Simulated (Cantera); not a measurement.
Input: 1 mol BN, 8.8 mol HF, 11 mol N2, 3.5 mol Cl2, at 96.0 mbar.

Equilibrium computed with Cantera from the NASA thermochemical tables; the gas is ideal and each condensed phase is pure. Candidate condensed phases: B, BN, NH4Cl; 40 gas species. The tables' values for BF2 are old estimates; treat these amounts as uncertain. Equilibrium is a limit: real reactors are often held back by kinetics, nucleation or transport.

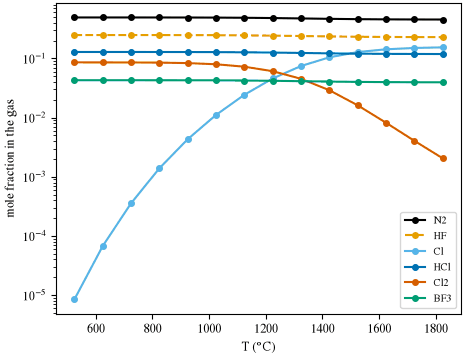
Figure. Equilibrium gas composition (values under 1e-9 drawn at 1e-9)

From 525 °C to 1825 °C nothing is condensed. The main B-bearing gas is BF3 throughout.
